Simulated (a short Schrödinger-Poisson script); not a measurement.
Structure: gated In0.52Al0.48As/In0.53Ga0.47As modulation-doped gas in a quantum well, at 77 K.

| layer | material | thickness (nm) | Nd (cm⁻³) | Na (cm⁻³) |
|---|---|---|---|---|
| 1 | In0.52Al0.48As | 30 | - | - |
| 2 | In0.52Al0.48As | 30 | 5.4e17 | - |
| 3 | In0.52Al0.48As | 20 | - | - |
| 4 | In0.53Ga0.47As | 6 | - | - |
| 5 | In0.52Al0.48As | 4000 | - | 1e15 |

Constants are typed, rounded textbook-type inputs, not results; the design itself was drawn at random and stands for no fabricated device. In0.52Al0.48As: permittivity 12.5, conduction-band edge (eV) 0.52, gap (eV) 1.45, electron mass (mₑ) 0.075, Nv at 300 K (cm⁻³) 1.1e19. In0.53Ga0.47As: permittivity 13.9, conduction-band edge (eV) 0, gap (eV) 0.74, Nv at 300 K (cm⁻³) 7.7e18.

Channel valleys (confinement mass, in-plane density-of-states mass, number): Γ 0.041, 0.041, 1. At the gate the conduction-band edge of layer 1 lies 0.65 eV − eVg above the Fermi level of the channel; the field vanishes at the back. Donor level 0.006 eV below the band edge. The barrier under the gate holds no holes. Gaps are held at their typed values at every temperature. Mesh 0.08 nm at interfaces.

Solved with a short Schrödinger-Poisson script written for these runs: 1D Poisson equation in equilibrium, electrons quantum, Hartree (BenDaniel-Duke, 40 states a valley, the channel's in-plane mass for all, wave functions free to enter the barrier), parabolic valleys, classical holes, donors ionised by Fermi statistics, acceptors fully, no traps, pinning or gate leakage.

Only gate voltages with over 1e8 electrons/cm² are shown.

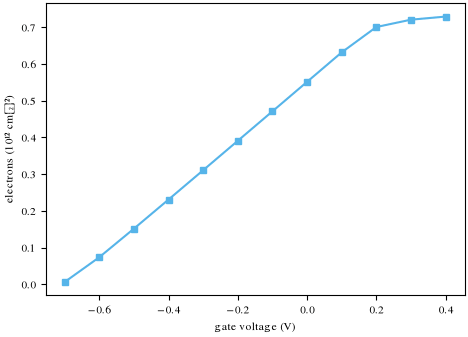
Fig. 1. Sheet density against gate voltage

```
Vg (V)  electrons (cm⁻²)  in the channel layer  C (μF/cm²)  Γ E0 (meV)  Γ E1 (meV)
------  ----------------  --------------------  ----------  ----------  ----------
0.4              7.29e11               6.75e11       0.279       -42.3        21.8
0.2              7.01e11               6.53e11       0.192       -40.9        43.4
0                5.51e11               5.14e11       0.129       -32.1       129.6
-0.2             3.91e11               3.65e11       0.129       -22.6       215.1
-0.4             2.31e11               2.15e11       0.128       -12.5       282.6
-0.6             7.34e10               6.86e10       0.123         0.6       296.7
```

Subbands count from the Fermi level.
